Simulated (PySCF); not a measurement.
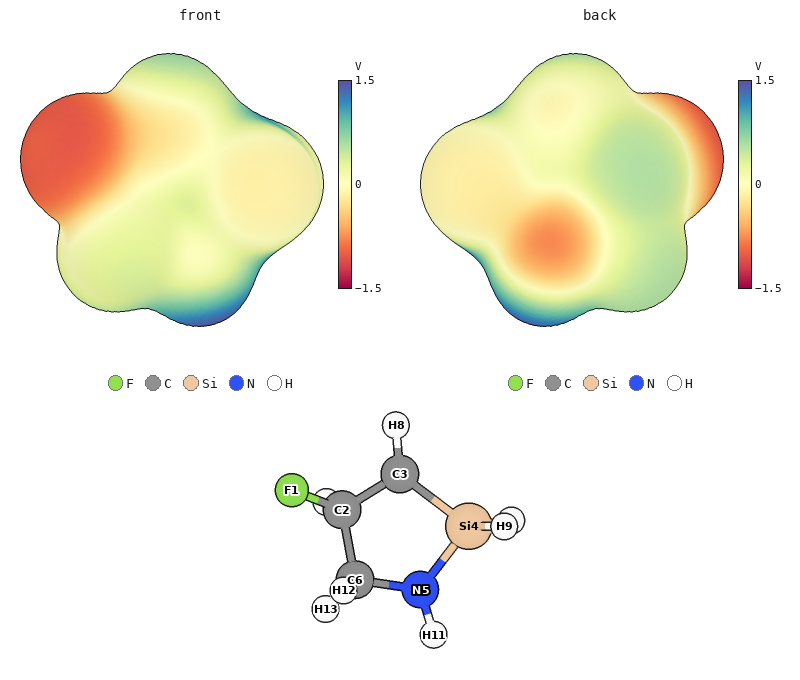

*C$_{3}$H$_{7}$FNSi (SMILES F[C@H]1[CH][SiH2]NC1) (doublet). The electrostatic potential painted on the density surface at 0.001 e/bohr³, seen from the front and from behind; the colour scale runs from red (negative) to blue (positive). The bare structure is drawn below in the same view.*

Geometry: GFN2-xTB.

All numbers below come from PySCF, UKS B3LYP, pcH-1 on C F H N Si, non-relativistic, mean-field spin-orbit, GIAO.

Input file:

```
{"job": {"kind": "epr", "basis": "pcH-1"}, "charge": 0, "multiplicity": 2}
F     -1.196556     1.868381     1.071848
C     -0.533030     1.133013     0.099073
C      0.890508     0.922307     0.411617
Si     1.417454    -0.776211    -0.082023
N     -0.195041    -1.126301    -0.589031
C     -1.209138    -0.233724    -0.088504
H     -0.639293     1.733550    -0.821702
H      1.421438     1.701678     0.926245
H      1.943181    -1.560273     1.047191
H      2.289436    -0.904823    -1.252678
H     -0.539511    -2.038451    -0.834827
H     -1.607971    -0.547052     0.887221
H     -2.045866    -0.171608    -0.792157
```

Launched as:

```sh
OMP_NUM_THREADS=1 python probes_run.py task.json out
```

Q: Which sites attract a positive test charge, and which a negative one?

A: A positive charge is drawn to the negative regions and a negative charge to the positive ones. The most negative region (about −1.0 V) lies over F1, the most positive (about +1.4 V) over H11.
